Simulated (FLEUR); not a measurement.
Band structure of CoSi2 (Fm-3m, 3 atoms in the cell).

```
CELL_PARAMETERS angstrom
      0.00000     2.68000     2.68000
      2.68000     0.00000     2.68000
      2.68000     2.68000     0.00000
ATOMIC_POSITIONS crystal
  Co 0.00000 0.00000 0.00000
  Si 0.25000 0.25000 0.25000
  Si 0.75000 0.75000 0.75000
```

Level of theory: PBE, all-electron FLAPW (FLEUR), scalar-relativistic valence.

Settings: Kmax = 4.1 1/bohr; GmaxXC = 14.3 1/bohr; xcFunctional = pbe; jspins = 1; l_soc = F; mode = hist; fermiSmearingEnergy = 0.00999582 Htr; mesh (inpgen div1-3) = 14 14 14; inpgen gamma flag = true; Gmax = 14.3 1/bohr; numbands = 0; maxIterBroyd = 25; imix = Anderson; alpha = 0.05.

The starting cell has typed, rounded lattice constants, without a prior relaxation at this level. Spin polarisation is off. Values depend on the basis (sphere radii, cutoffs, local orbitals), which need not be converged.

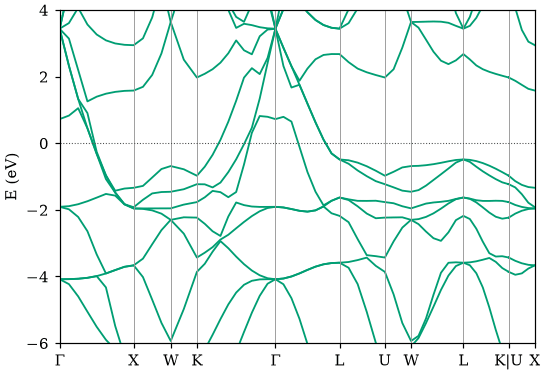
Fig. 1. Bands along the path, energies from the Fermi level.

Levels in eV from the Fermi level, bands 9 to 16:
| point | 9 | 10 | 11 | 12 | 13 | 14 | 15 | 16 |
|---|---|---|---|---|---|---|---|---|
| Γ | -1.91 | 0.72 | 3.43 | 3.43 | 3.43 | 3.44 | 3.44 | 3.44 |
| X | -1.96 | -1.96 | -1.92 | -1.34 | 1.58 | 2.94 | 8.55 | 9.64 |
| W | -2.30 | -1.96 | -1.46 | -0.69 | 3.64 | 3.64 | 5.85 | 6.64 |
| K | -2.23 | -1.77 | -1.23 | -0.98 | 1.97 | 4.98 | 5.86 | 7.60 |
| L | -1.63 | -1.63 | -0.49 | -0.49 | 2.67 | 3.44 | 3.44 | 4.36 |
| U | -2.23 | -1.77 | -1.23 | -0.98 | 1.97 | 4.98 | 5.86 | 7.60 |
